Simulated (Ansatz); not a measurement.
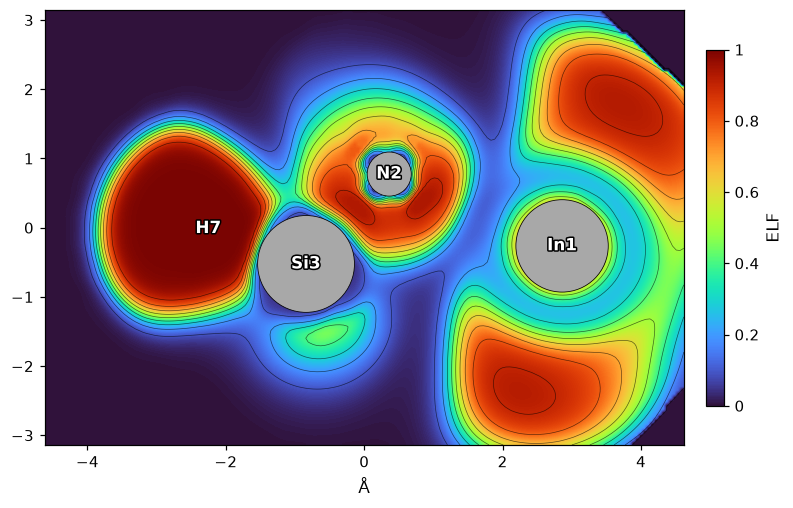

*In···H₅NSi (doublet). ELF on the plane of atoms N2, Si3 and H7. Grey discs cover the atomic cores.*

Geometry: PBE0-D3(BJ)/def2-SVP; core potentials replace the inner electrons of In.

Computed with isolated molecule in a Gaussian basis; Kohn-Sham density functional theory, functional PBE0 (Ansatz).

Input file:

```
crystal:
  periodic: [false, false, false]
  atoms:
    - symbol: In
      position_ang: [-1.053469, 3.931260, 2.601767]
    - symbol: "N"
      position_ang: [-1.165741, 3.033587, 0.052871]
    - symbol: Si
      position_ang: [-1.530569, 1.302094, 0.029598]
    - symbol: H
      position_ang: [-1.863797, 3.640711, -0.374496]
    - symbol: H
      position_ang: [-0.258667, 3.302600, -0.325739]
    - symbol: H
      position_ang: [-2.849928, 1.123961, 0.695131]
    - symbol: H
      position_ang: [-1.606030, 0.739931, -1.359235]
    - symbol: H
      position_ang: [-0.437696, 0.614309, 0.769846]
basis:
  gaussian:
    orbitals: def2-TZVPD
output: {forces: true, orbitals: {seedname: orbitals}}
hamiltonian:
  xc: pbe0
magnetization:
  spin_polarized: true
  initial_magnetization: 1
```

Run with:

```sh
ansatz run input.yaml --threads 2 --pin off --max-ram 4350MiB --events-out events.jsonl --progress --plain --runs-dir runs
```

What does the map show?

The plane passes through In, N, Si and H nuclei.
In1···N2 (2.70 Å): the ELF dips to about 0.10 between them.
Si–N (1.77 Å): the ELF peaks at about 0.95 between the atoms: a polar covalent bond.
In–N (2.70 Å): the ELF is about 0.15 at the midpoint.
Si–H (1.50 Å): the ELF climbs to about 1 towards the hydrogen, as it does in any bond to H.
The ELF also peaks beside N2, away from the bonds: non-bonding electrons, paired or unpaired.
